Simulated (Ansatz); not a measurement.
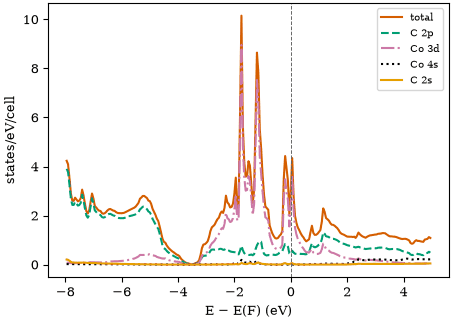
Total and projected density of states of CoC6 in space group Amm2 (No. 38; Pearson symbol oS14), plane-wave PAW PBEsol (Ansatz code)

Which orbitals carry the states next to the Fermi level?

Within 0.5 eV of the Fermi level: Co 3d 73 %, C 2p 25 %. Projections are on Löwdin-orthogonalised atomic valence shells; empty p or d shells of many metals are not among them.

Where is the tallest occupied peak in this window, and what makes it?

Near -1.8 eV, about 10 states/eV per cell; the largest projected share is Co 3d.

The start of the workflow was typed in or built on a structure type; neither database checked (COD, Materials Project) lists it. Its standing as an ambient phase is unchecked. The cell was relaxed with PBEsol under the symmetry of its start; its stability against distortions is not shown here. The final state is ferromagnetic, the only order run, not a proven ground state. The cell computed holds one magnetic atom, so no antiferromagnetic order was within reach. Its formation energy is positive at this level, so the cell may be metastable or incomplete.

Potentials: the earlier of the program's two PAW sets. The files were generated under PBE; for other functionals the program regenerates the frozen cores, and for LDA and PBEsol the local potential too.
